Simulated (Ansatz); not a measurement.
## Si$_{2}$NH$_{9}$O$_{2}$: molecular dynamics (part 1 of 5)

System: Si$_{2}$NH$_{9}$O$_{2}$.
Method: UKS PBE/def2-SVP (Ansatz 0.2.0).

It belongs to a series of runs on one base structure; here: dynamics from the highest image of the converged band. Figures and captions count atoms from 1; the log counts them from 0 in places.

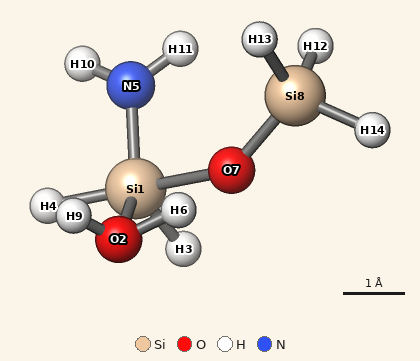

Fig. 1: The input geometry (ball-and-stick view, seen at a tilt; atoms are numbered from 1 in the order of the input). Bond lengths as drawn: H–N 1.02 Å, H–O 0.98 to 1.12 Å, H–Si 1.50 to 1.53 Å, N–Si 1.74 Å and O–Si 1.67 to 1.99 Å.

Results in brief:

| quantity | value |
| --- | --- |
| outcome | finished |
| mean temperature over the second half | 555 K |
| trajectory | 200 steps, 100 fs |
| ensemble | nve |
| temperature in the input | 300.0 K |
| time step | 0.5 fs |
| potential energy (last step) | −21464.0231 eV |
| mean-field energy (last step) | −21464.0231 eV |
| largest force (length of the vector) (last step) | 1.290 eV/Å |
| hardware | 4 threads of Arm Neoverse N1, 16 GiB of memory available, shared host |
| wall time | 13 min (CPU time 49 min) |
| peak memory | 0.23 GiB |

Remarks:

So short a trajectory is not equilibrated.

The input:
```yaml
crystal:
  periodic: [false, false, false]
  atoms:
    - { symbol: Si, position_ang: [-1.182573, -0.590722, -0.392063] }
    - { symbol: O, position_ang: [-0.867291, -1.53693, 1.254351] }
    - { symbol: H, position_ang: [-0.936109, -1.604565, -1.465473] }
    - { symbol: H, position_ang: [-2.684797, -0.664, -0.129129] }
    - { symbol: "N", position_ang: [-1.138798, 1.130667, -0.609435] }
    - { symbol: H, position_ang: [0.180983, -1.197094, 1.053742] }
    - { symbol: O, position_ang: [0.766335, -0.586863, 0.026201] }
    - { symbol: Si, position_ang: [2.063347, 0.467258, 0.006019] }
    - { symbol: H, position_ang: [-1.28427, -1.099928, 2.022124] }
    - { symbol: H, position_ang: [-2.019271, 1.630607, -0.745117] }
    - { symbol: H, position_ang: [-0.335878, 1.637329, -0.989675] }
    - { symbol: H, position_ang: [1.993008, 1.345142, -1.220087] }
    - { symbol: H, position_ang: [2.087704, 1.368351, 1.218152] }
    - { symbol: H, position_ang: [3.357808, -0.299254, -0.029709] }
magnetization:
  spin_polarized: true
basis:
  gaussian: { orbitals: def2-SVP }
hamiltonian:
  xc: pbe
md:
  timestep: 0.5
  n_steps: 200
  ensemble: nve
  temperature: 300.0
  initial_velocities: maxwell_boltzmann
  seed: 4078
```

Run as:
```bash
ansatz run input.yaml --threads 4 --pin off --max-ram 5120MiB --backend cpu --events-out ev --progress --plain --runs-dir out
```

What the program printed:
```
Engine: ansatz 0.2.0, aarch64-unknown-linux-gnu
Functional definition: PBE
  parameter kappa = 0.804
  parameter beta = 0.06672455060314922
  exchange = pbe_x(kappa = kappa, mu = beta*pi^2/3)
  correlation = pbe_c(beta = beta)
1372 factors; their error is unknown
mean field evaluation 1: about -21449.7329 eV, gradient 6.1e1 eV
mean field evaluation 2: about -21397.5759 eV, gradient 1.2e2 eV
mean field evaluation 4: about -21462.8826 eV, gradient 1.5e1 eV
mean field evaluation 8: about -21463.6377 eV, gradient 2.4e-1 eV
mean field evaluation 16: about -21463.5514 eV, gradient 6.9e-5 eV
mean field -21463.55135735 eV, -788.7709638651 hartree, gradient 1.4e-5 eV, S^2 0.000000; 0 other end points of the search recorded, 0 dependent functions left out
the calculation of the forces begins
reference -21463.55140066 eV, -788.7709654567 hartree; 30, 30 occupied and 93, 93 virtual orbitals, 1372 factors
md step     0: t =     0.00 fs  T =   300.0 K  F+E_penalty+E_count = -21463.55135735 eV  E_kin = 0.465336 eV  conserved = -21463.08602136 eV  (30 SCF iters)
these checks for a lower state are left out or cut short: starts, cluster_reference, orbital_swaps, neighbouring_geometries, increment
1372 factors; their error is unknown
mean field -21463.54445321 eV, -788.7707101424 hartree, gradient 1.5e-5 eV, S^2 0.000000; 0 other end points of the search recorded, 0 dependent functions left out
the calculation of the forces begins
reference -21463.54449650 eV, -788.7707117332 hartree; 30, 30 occupied and 93, 93 virtual orbitals, 1372 factors
md step     1: t =     0.50 fs  T =   295.6 K  F+E_penalty+E_count = -21463.54445321 eV  E_kin = 0.458515 eV  conserved = -21463.08593840 eV  (32 SCF iters)
[... from here on the SCF iterations and repeated set-up lines of each step are left out, up to the last step ...]
md step     2: t =     1.00 fs  T =   283.6 K  F+E_penalty+E_count = -21463.52567198 eV  E_kin = 0.439962 eV  conserved = -21463.08570953 eV  (31 SCF iters)
md step     3: t =     1.50 fs  T =   266.4 K  F+E_penalty+E_count = -21463.49859862 eV  E_kin = 0.413195 eV  conserved = -21463.08540411 eV  (31 SCF iters)
md step     4: t =     2.00 fs  T =   246.9 K  F+E_penalty+E_count = -21463.46801136 eV  E_kin = 0.382898 eV  conserved = -21463.08511384 eV  (32 SCF iters)
md step     5: t =     2.50 fs  T =   227.9 K  F+E_penalty+E_count = -21463.43845345 eV  E_kin = 0.353538 eV  conserved = -21463.08491593 eV  (32 SCF iters)
md step     6: t =     3.00 fs  T =   211.6 K  F+E_penalty+E_count = -21463.41304880 eV  E_kin = 0.328212 eV  conserved = -21463.08483663 eV  (32 SCF iters)
md step     7: t =     3.50 fs  T =   198.7 K  F+E_penalty+E_count = -21463.39307390 eV  E_kin = 0.308223 eV  conserved = -21463.08485091 eV  (32 SCF iters)
md step     8: t =     4.00 fs  T =   189.2 K  F+E_penalty+E_count = -21463.37833499 eV  E_kin = 0.293431 eV  conserved = -21463.08490444 eV  (32 SCF iters)
md step     9: t =     4.50 fs  T =   182.5 K  F+E_penalty+E_count = -21463.36798819 eV  E_kin = 0.283038 eV  conserved = -21463.08495066 eV  (32 SCF iters)
md step    10: t =     5.00 fs  T =   178.1 K  F+E_penalty+E_count = -21463.36127656 eV  E_kin = 0.276308 eV  conserved = -21463.08496887 eV  (32 SCF iters)
md step    11: t =     5.50 fs  T =   175.9 K  F+E_penalty+E_count = -21463.35786062 eV  E_kin = 0.272890 eV  conserved = -21463.08497041 eV  (32 SCF iters)
md step    12: t =     6.00 fs  T =   175.8 K  F+E_penalty+E_count = -21463.35767096 eV  E_kin = 0.272684 eV  conserved = -21463.08498661 eV  (32 SCF iters)
md step    13: t =     6.50 fs  T =   177.5 K  F+E_penalty+E_count = -21463.36043600 eV  E_kin = 0.275381 eV  conserved = -21463.08505472 eV  (32 SCF iters)
md step    14: t =     7.00 fs  T =   180.5 K  F+E_penalty+E_count = -21463.36512607 eV  E_kin = 0.279928 eV  conserved = -21463.08519814 eV  (32 SCF iters)
md step    15: t =     7.50 fs  T =   183.2 K  F+E_penalty+E_count = -21463.36961184 eV  E_kin = 0.284200 eV  conserved = -21463.08541166 eV  (32 SCF iters)
md step    16: t =     8.00 fs  T =   183.8 K  F+E_penalty+E_count = -21463.37079394 eV  E_kin = 0.285148 eV  conserved = -21463.08564590 eV  (32 SCF iters)
md step    17: t =     8.50 fs  T =   180.2 K  F+E_penalty+E_count = -21463.36537106 eV  E_kin = 0.279556 eV  conserved = -21463.08581511 eV  (32 SCF iters)
md step    18: t =     9.00 fs  T =   171.1 K  F+E_penalty+E_count = -21463.35115912 eV  E_kin = 0.265338 eV  conserved = -21463.08582122 eV  (31 SCF iters)
md step    19: t =     9.50 fs  T =   156.6 K  F+E_penalty+E_count = -21463.32857784 eV  E_kin = 0.242983 eV  conserved = -21463.08559534 eV  (32 SCF iters)
md step    20: t =    10.00 fs  T =   139.5 K  F+E_penalty+E_count = -21463.30160908 eV  E_kin = 0.216454 eV  conserved = -21463.08515541 eV  (32 SCF iters)
md step    21: t =    10.50 fs  T =   124.3 K  F+E_penalty+E_count = -21463.27738942 eV  E_kin = 0.192748 eV  conserved = -21463.08464167 eV  (32 SCF iters)
md step    22: t =    11.00 fs  T =   115.9 K  F+E_penalty+E_count = -21463.26400770 eV  E_kin = 0.179734 eV  conserved = -21463.08427321 eV  (32 SCF iters)
md step    23: t =    11.50 fs  T =   117.9 K  F+E_penalty+E_count = -21463.26718226 eV  E_kin = 0.182952 eV  conserved = -21463.08423063 eV  (26 SCF iters)
md step    24: t =    12.00 fs  T =   130.9 K  F+E_penalty+E_count = -21463.28756990 eV  E_kin = 0.203031 eV  conserved = -21463.08453843 eV  (33 SCF iters)
md step    25: t =    12.50 fs  T =   151.7 K  F+E_penalty+E_count = -21463.32039227 eV  E_kin = 0.235339 eV  conserved = -21463.08505337 eV  (32 SCF iters)
md step    26: t =    13.00 fs  T =   175.4 K  F+E_penalty+E_count = -21463.35756299 eV  E_kin = 0.272000 eV  conserved = -21463.08556320 eV  (32 SCF iters)
md step    27: t =    13.50 fs  T =   196.6 K  F+E_penalty+E_count = -21463.39090655 eV  E_kin = 0.305002 eV  conserved = -21463.08590450 eV  (32 SCF iters)
md step    28: t =    14.00 fs  T =   211.9 K  F+E_penalty+E_count = -21463.41473470 eV  E_kin = 0.328720 eV  conserved = -21463.08601468 eV  (32 SCF iters)
md step    29: t =    14.50 fs  T =   219.8 K  F+E_penalty+E_count = -21463.42691514 eV  E_kin = 0.340992 eV  conserved = -21463.08592319 eV  (32 SCF iters)
md step    30: t =    15.00 fs  T =   221.0 K  F+E_penalty+E_count = -21463.42853700 eV  E_kin = 0.342832 eV  conserved = -21463.08570493 eV  (32 SCF iters)
md step    31: t =    15.50 fs  T =   217.5 K  F+E_penalty+E_count = -21463.42278971 eV  E_kin = 0.337346 eV  conserved = -21463.08544407 eV  (32 SCF iters)
md step    32: t =    16.00 fs  T =   211.7 K  F+E_penalty+E_count = -21463.41364873 eV  E_kin = 0.328441 eV  conserved = -21463.08520821 eV  (32 SCF iters)
md step    33: t =    16.50 fs  T =   206.1 K  F+E_penalty+E_count = -21463.40478718 eV  E_kin = 0.319751 eV  conserved = -21463.08503634 eV  (32 SCF iters)
md step    34: t =    17.00 fs  T =   202.4 K  F+E_penalty+E_count = -21463.39891697 eV  E_kin = 0.313978 eV  conserved = -21463.08493945 eV  (33 SCF iters)
md step    35: t =    17.50 fs  T =   201.6 K  F+E_penalty+E_count = -21463.39757796 eV  E_kin = 0.312668 eV  conserved = -21463.08490952 eV  (32 SCF iters)
md step    36: t =    18.00 fs  T =   203.9 K  F+E_penalty+E_count = -21463.40125703 eV  E_kin = 0.316328 eV  conserved = -21463.08492922 eV  (32 SCF iters)
md step    37: t =    18.50 fs  T =   209.3 K  F+E_penalty+E_count = -21463.40966186 eV  E_kin = 0.324678 eV  conserved = -21463.08498387 eV  (32 SCF iters)
md step    38: t =    19.00 fs  T =   217.2 K  F+E_penalty+E_count = -21463.42196447 eV  E_kin = 0.336893 eV  conserved = -21463.08507137 eV  (31 SCF iters)
md step    39: t =    19.50 fs  T =   226.7 K  F+E_penalty+E_count = -21463.43686646 eV  E_kin = 0.351662 eV  conserved = -21463.08520448 eV  (32 SCF iters)
md step    40: t =    20.00 fs  T =   236.6 K  F+E_penalty+E_count = -21463.45243906 eV  E_kin = 0.367034 eV  conserved = -21463.08540513 eV  (32 SCF iters)
md step    41: t =    20.50 fs  T =   245.1 K  F+E_penalty+E_count = -21463.46587405 eV  E_kin = 0.380203 eV  conserved = -21463.08567060 eV  (31 SCF iters)
md step    42: t =    21.00 fs  T =   249.9 K  F+E_penalty+E_count = -21463.47361045 eV  E_kin = 0.387678 eV  conserved = -21463.08593206 eV  (31 SCF iters)
md step    43: t =    21.50 fs  T =   249.1 K  F+E_penalty+E_count = -21463.47243234 eV  E_kin = 0.386392 eV  conserved = -21463.08603988 eV  (31 SCF iters)
md step    44: t =    22.00 fs  T =   242.3 K  F+E_penalty+E_count = -21463.46165503 eV  E_kin = 0.375815 eV  conserved = -21463.08583996 eV  (31 SCF iters)
md step    45: t =    22.50 fs  T =   232.0 K  F+E_penalty+E_count = -21463.44518717 eV  E_kin = 0.359847 eV  conserved = -21463.08534021 eV  (31 SCF iters)
md step    46: t =    23.00 fs  T =   223.2 K  F+E_penalty+E_count = -21463.43108500 eV  E_kin = 0.346262 eV  conserved = -21463.08482302 eV  (31 SCF iters)
md step    47: t =    23.50 fs  T =   220.9 K  F+E_penalty+E_count = -21463.42727652 eV  E_kin = 0.342605 eV  conserved = -21463.08467141 eV  (31 SCF iters)
md step    48: t =    24.00 fs  T =   226.3 K  F+E_penalty+E_count = -21463.43602149 eV  E_kin = 0.351005 eV  conserved = -21463.08501617 eV  (31 SCF iters)
md step    49: t =    24.50 fs  T =   236.3 K  F+E_penalty+E_count = -21463.45209324 eV  E_kin = 0.366497 eV  conserved = -21463.08559584 eV  (31 SCF iters)
md step    50: t =    25.00 fs  T =   245.3 K  F+E_penalty+E_count = -21463.46654464 eV  E_kin = 0.380523 eV  conserved = -21463.08602166 eV  (31 SCF iters)
md step    51: t =    25.50 fs  T =   249.1 K  F+E_penalty+E_count = -21463.47244106 eV  E_kin = 0.386345 eV  conserved = -21463.08609569 eV  (32 SCF iters)
md step    52: t =    26.00 fs  T =   246.4 K  F+E_penalty+E_count = -21463.46802226 eV  E_kin = 0.382155 eV  conserved = -21463.08586705 eV  (32 SCF iters)
md step    53: t =    26.50 fs  T =   239.0 K  F+E_penalty+E_count = -21463.45624223 eV  E_kin = 0.370745 eV  conserved = -21463.08549700 eV  (32 SCF iters)
md step    54: t =    27.00 fs  T =   230.4 K  F+E_penalty+E_count = -21463.44247620 eV  E_kin = 0.357347 eV  conserved = -21463.08512888 eV  (31 SCF iters)
md step    55: t =    27.50 fs  T =   224.0 K  F+E_penalty+E_count = -21463.43231777 eV  E_kin = 0.347476 eV  conserved = -21463.08484216 eV  (31 SCF iters)
md step    56: t =    28.00 fs  T =   222.8 K  F+E_penalty+E_count = -21463.43025802 eV  E_kin = 0.345594 eV  conserved = -21463.08466416 eV  (31 SCF iters)
md step    57: t =    28.50 fs  T =   228.6 K  F+E_penalty+E_count = -21463.43914802 eV  E_kin = 0.354547 eV  conserved = -21463.08460079 eV  (31 SCF iters)
md step    58: t =    29.00 fs  T =   242.0 K  F+E_penalty+E_count = -21463.46001031 eV  E_kin = 0.375345 eV  conserved = -21463.08466563 eV  (31 SCF iters)
md step    59: t =    29.50 fs  T =   262.3 K  F+E_penalty+E_count = -21463.49178560 eV  E_kin = 0.406893 eV  conserved = -21463.08489214 eV  (31 SCF iters)
md step    60: t =    30.00 fs  T =   287.2 K  F+E_penalty+E_count = -21463.53085680 eV  E_kin = 0.445544 eV  conserved = -21463.08531284 eV  (31 SCF iters)
md step    61: t =    30.50 fs  T =   312.5 K  F+E_penalty+E_count = -21463.57066279 eV  E_kin = 0.484752 eV  conserved = -21463.08591060 eV  (31 SCF iters)
md step    62: t =    31.00 fs  T =   332.4 K  F+E_penalty+E_count = -21463.60219756 eV  E_kin = 0.515655 eV  conserved = -21463.08654281 eV  (31 SCF iters)
md step    63: t =    31.50 fs  T =   341.4 K  F+E_penalty+E_count = -21463.61640160 eV  E_kin = 0.529486 eV  conserved = -21463.08691575 eV  (31 SCF iters)
md step    64: t =    32.00 fs  T =   336.5 K  F+E_penalty+E_count = -21463.60866534 eV  E_kin = 0.521971 eV  conserved = -21463.08669474 eV  (31 SCF iters)
md step    65: t =    32.50 fs  T =   320.9 K  F+E_penalty+E_count = -21463.58356988 eV  E_kin = 0.497770 eV  conserved = -21463.08579971 eV  (31 SCF iters)
md step    66: t =    33.00 fs  T =   303.5 K  F+E_penalty+E_count = -21463.55550720 eV  E_kin = 0.470825 eV  conserved = -21463.08468227 eV  (31 SCF iters)
md step    67: t =    33.50 fs  T =   294.9 K  F+E_penalty+E_count = -21463.54160338 eV  E_kin = 0.457478 eV  conserved = -21463.08412488 eV  (31 SCF iters)
md step    68: t =    34.00 fs  T =   300.3 K  F+E_penalty+E_count = -21463.55029979 eV  E_kin = 0.465778 eV  conserved = -21463.08452225 eV  (31 SCF iters)
md step    69: t =    34.50 fs  T =   316.0 K  F+E_penalty+E_count = -21463.57568637 eV  E_kin = 0.490204 eV  conserved = -21463.08548286 eV  (31 SCF iters)
md step    70: t =    35.00 fs  T =   333.2 K  F+E_penalty+E_count = -21463.60304892 eV  E_kin = 0.516759 eV  conserved = -21463.08628951 eV  (31 SCF iters)
md step    71: t =    35.50 fs  T =   343.5 K  F+E_penalty+E_count = -21463.61937655 eV  E_kin = 0.532823 eV  conserved = -21463.08655328 eV  (31 SCF iters)
md step    72: t =    36.00 fs  T =   343.8 K  F+E_penalty+E_count = -21463.61958065 eV  E_kin = 0.533248 eV  conserved = -21463.08633263 eV  (31 SCF iters)
md step    73: t =    36.50 fs  T =   335.4 K  F+E_penalty+E_count = -21463.60617217 eV  E_kin = 0.520298 eV  conserved = -21463.08587422 eV  (32 SCF iters)
md step    74: t =    37.00 fs  T =   322.6 K  F+E_penalty+E_count = -21463.58577392 eV  E_kin = 0.500384 eV  conserved = -21463.08538989 eV  (32 SCF iters)
md step    75: t =    37.50 fs  T =   310.0 K  F+E_penalty+E_count = -21463.56581026 eV  E_kin = 0.480813 eV  conserved = -21463.08499774 eV  (31 SCF iters)
md step    76: t =    38.00 fs  T =   301.5 K  F+E_penalty+E_count = -21463.55248965 eV  E_kin = 0.467739 eV  conserved = -21463.08475044 eV  (31 SCF iters)
md step    77: t =    38.50 fs  T =   299.8 K  F+E_penalty+E_count = -21463.54976718 eV  E_kin = 0.465079 eV  conserved = -21463.08468795 eV  (32 SCF iters)
md step    78: t =    39.00 fs  T =   305.4 K  F+E_penalty+E_count = -21463.55862798 eV  E_kin = 0.473775 eV  conserved = -21463.08485344 eV  (31 SCF iters)
md step    79: t =    39.50 fs  T =   316.6 K  F+E_penalty+E_count = -21463.57642566 eV  E_kin = 0.491150 eV  conserved = -21463.08527614 eV  (31 SCF iters)
md step    80: t =    40.00 fs  T =   329.2 K  F+E_penalty+E_count = -21463.59660008 eV  E_kin = 0.510695 eV  conserved = -21463.08590473 eV  (31 SCF iters)
md step    81: t =    40.50 fs  T =   337.3 K  F+E_penalty+E_count = -21463.60972035 eV  E_kin = 0.523183 eV  conserved = -21463.08653693 eV  (31 SCF iters)
md step    82: t =    41.00 fs  T =   335.3 K  F+E_penalty+E_count = -21463.60684382 eV  E_kin = 0.520038 eV  conserved = -21463.08680621 eV  (31 SCF iters)
md step    83: t =    41.50 fs  T =   321.5 K  F+E_penalty+E_count = -21463.58510228 eV  E_kin = 0.498749 eV  conserved = -21463.08635293 eV  (31 SCF iters)
md step    84: t =    42.00 fs  T =   301.4 K  F+E_penalty+E_count = -21463.55270907 eV  E_kin = 0.467509 eV  conserved = -21463.08520019 eV  (31 SCF iters)
md step    85: t =    42.50 fs  T =   286.2 K  F+E_penalty+E_count = -21463.52790410 eV  E_kin = 0.443884 eV  conserved = -21463.08402026 eV  (32 SCF iters)
md step    86: t =    43.00 fs  T =   286.8 K  F+E_penalty+E_count = -21463.52863323 eV  E_kin = 0.444911 eV  conserved = -21463.08372241 eV  (32 SCF iters)
md step    87: t =    43.50 fs  T =   306.1 K  F+E_penalty+E_count = -21463.55937490 eV  E_kin = 0.474833 eV  conserved = -21463.08454209 eV  (32 SCF iters)
md step    88: t =    44.00 fs  T =   336.5 K  F+E_penalty+E_count = -21463.60775199 eV  E_kin = 0.521951 eV  conserved = -21463.08580108 eV  (32 SCF iters)
md step    89: t =    44.50 fs  T =   365.9 K  F+E_penalty+E_count = -21463.65422236 eV  E_kin = 0.567556 eV  conserved = -21463.08666650 eV  (32 SCF iters)
md step    90: t =    45.00 fs  T =   385.3 K  F+E_penalty+E_count = -21463.68450025 eV  E_kin = 0.597672 eV  conserved = -21463.08682839 eV  (32 SCF iters)
md step    91: t =    45.50 fs  T =   392.2 K  F+E_penalty+E_count = -21463.69483585 eV  E_kin = 0.608375 eV  conserved = -21463.08646078 eV  (32 SCF iters)
md step    92: t =    46.00 fs  T =   389.5 K  F+E_penalty+E_count = -21463.68998411 eV  E_kin = 0.604110 eV  conserved = -21463.08587396 eV  (32 SCF iters)
md step    93: t =    46.50 fs  T =   382.5 K  F+E_penalty+E_count = -21463.67864188 eV  E_kin = 0.593342 eV  conserved = -21463.08530029 eV  (32 SCF iters)
md step    94: t =    47.00 fs  T =   377.0 K  F+E_penalty+E_count = -21463.66970422 eV  E_kin = 0.584839 eV  conserved = -21463.08486564 eV  (32 SCF iters)
md step    95: t =    47.50 fs  T =   377.4 K  F+E_penalty+E_count = -21463.67004421 eV  E_kin = 0.585406 eV  conserved = -21463.08463843 eV  (32 SCF iters)
md step    96: t =    48.00 fs  T =   385.9 K  F+E_penalty+E_count = -21463.68325639 eV  E_kin = 0.598587 eV  conserved = -21463.08466928 eV  (31 SCF iters)
md step    97: t =    48.50 fs  T =   402.2 K  F+E_penalty+E_count = -21463.70879427 eV  E_kin = 0.623798 eV  conserved = -21463.08499671 eV  (31 SCF iters)
md step    98: t =    49.00 fs  T =   422.8 K  F+E_penalty+E_count = -21463.74147026 eV  E_kin = 0.655868 eV  conserved = -21463.08560181 eV  (31 SCF iters)
md step    99: t =    49.50 fs  T =   442.1 K  F+E_penalty+E_count = -21463.77200817 eV  E_kin = 0.685681 eV  conserved = -21463.08632682 eV  (31 SCF iters)
md step   100: t =    50.00 fs  T =   453.2 K  F+E_penalty+E_count = -21463.78977000 eV  E_kin = 0.702944 eV  conserved = -21463.08682604 eV  (31 SCF iters)
md step   101: t =    50.50 fs  T =   452.2 K  F+E_penalty+E_count = -21463.78815413 eV  E_kin = 0.701476 eV  conserved = -21463.08667767 eV  (31 SCF iters)
md step   102: t =    51.00 fs  T =   441.6 K  F+E_penalty+E_count = -21463.77068236 eV  E_kin = 0.684941 eV  conserved = -21463.08574184 eV  (31 SCF iters)
md step   103: t =    51.50 fs  T =   430.5 K  F+E_penalty+E_count = -21463.75237707 eV  E_kin = 0.667834 eV  conserved = -21463.08454351 eV  (32 SCF iters)
md step   104: t =    52.00 fs  T =   430.3 K  F+E_penalty+E_count = -21463.75147535 eV  E_kin = 0.667435 eV  conserved = -21463.08403996 eV  (31 SCF iters)
md step   105: t =    52.50 fs  T =   445.4 K  F+E_penalty+E_count = -21463.77549383 eV  E_kin = 0.690811 eV  conserved = -21463.08468323 eV  (31 SCF iters)
md step   106: t =    53.00 fs  T =   469.9 K  F+E_penalty+E_count = -21463.81478346 eV  E_kin = 0.728861 eV  conserved = -21463.08592263 eV  (31 SCF iters)
```
